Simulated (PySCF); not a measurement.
C$_{6}$H$_{12}$SSi$_{2}$

Input file:

```
{"job": {"kind": "nmr", "xc": "PBE0", "basis": "pcSseg-1"}, "charge": 0, "multiplicity": 1}
C     -3.139742    -2.465998    -0.105604
C     -2.472293    -1.467682    -0.045176
Si    -1.437938     0.065827     0.027787
C     -2.412696     1.571614    -0.592766
C      0.356620    -0.156840    -0.610329
C      0.901967     0.352933     0.729821
S      2.285196    -0.636122     1.421699
Si     3.793833    -0.293757    -0.045378
C     -0.361984     0.287706     1.598186
H     -3.722886    -3.340583    -0.154667
H     -3.297365     1.729763     0.015583
H     -1.816709     2.478644    -0.560579
H     -2.741162     1.420481    -1.616121
H      0.610987    -1.203406    -0.765612
H      0.712225     0.404875    -1.471491
H      1.269343     1.376533     0.644948
H      3.901658     1.147563    -0.254355
H      3.421187    -0.946384    -1.296846
H      4.987118    -0.868712     0.546804
H     -0.349539    -0.594141     2.234645
H     -0.496738     1.154627     2.240020
```

Command:

```sh
OMP_NUM_THREADS=1 python probes_run.py task.json out
```

Geometry: GFN2-xTB.

Level of theory: PySCF, PBE0/pcSseg-1, SCF density, gas phase, non-relativistic.

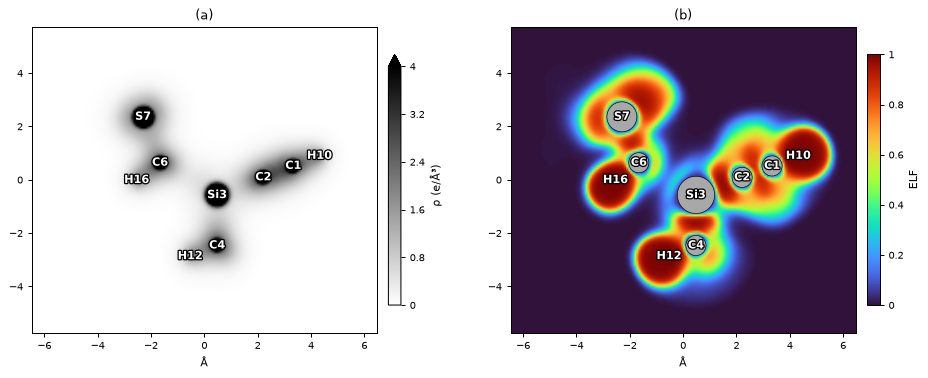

Figure 1. (a) electron density; (b) electron localisation function on the plane of atoms S7, C6 and H16. Grey discs cover the atomic cores in the ELF map.

> Interpret the plot.

- The plane passes through C, Si, S and H nuclei.
- C–C (1.20 Å): ρ at the midpoint is about 2.8 e/Å³; the ELF peaks at about 0.85 between the atoms (a short, multiple covalent bond).
- C–S (1.84 Å): the density is about 1.2 e/Å³ at the midpoint; the ELF peaks at about 0.90 between the atoms (a covalent bond).
- C–Si (1.85 Å): ρ is about 0.92 e/Å³ halfway; the ELF peaks at about 0.95 between the atoms: a covalent bond.
- C–H (1.05 Å): ρ is about 2.1 e/Å³ halfway; the ELF climbs to about 1 towards the hydrogen, as it does in any bond to H (an ordinary covalent bond to hydrogen).
- C–Si (1.90 Å): ρ at the midpoint is about 0.92 e/Å³; the ELF peaks at about 0.95 between the atoms (a shared electron pair).
- The ELF also peaks beside S7, away from the bonds: lone-pair regions.

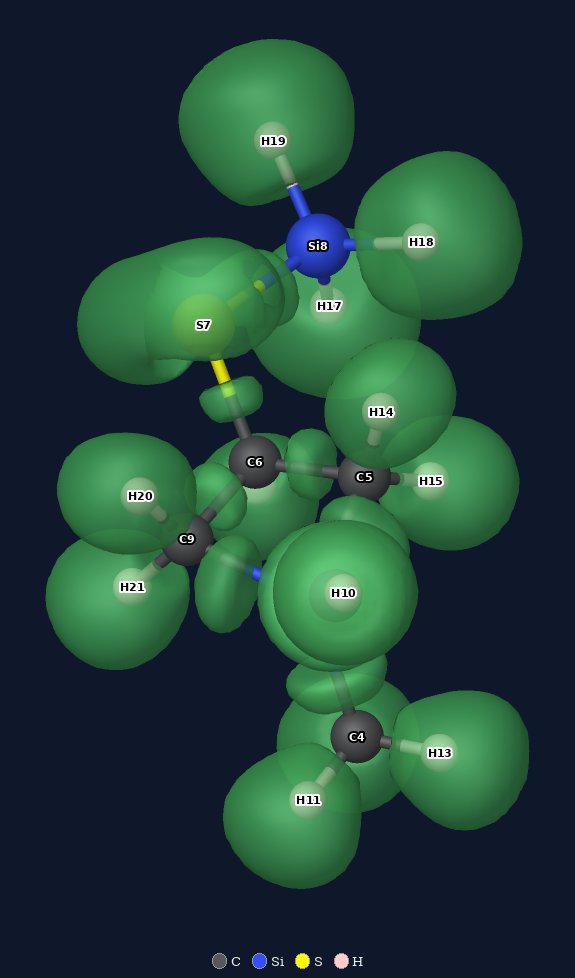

Figure 2. Isosurface of the ELF at 0.8 (green), seen at an oblique angle. Only the valence region is drawn (cores and ρ < 0.01 e/Å³ removed).

> Describe the localisation domains.

The ELF exceeds this value in three regions between bonded C–C atoms (shared pairs), one region between bonded C–S atoms (shared pairs), four regions between bonded C–Si atoms (shared pairs), twelve regions around hydrogen nuclei and one region on S in which the atom's valence shell and bonds are merged.

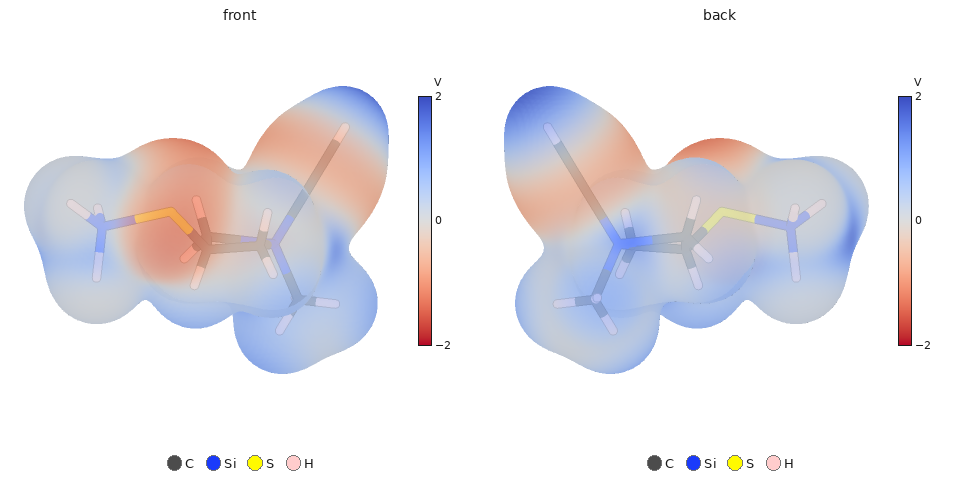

Figure 3. The molecular electrostatic potential painted on the density surface at 0.002 e/bohr³, seen from the front and from behind; red is negative and blue positive.

> Describe the electrostatic potential map.

The most negative region (about −1.2 V, or −28 kcal/mol for a unit charge) lies over S7, the most positive (about +1.6 V, or +37 kcal/mol for a unit charge) over H10.

> What dipole moment does the calculation give?

Its dipole moment is 2.22 D.
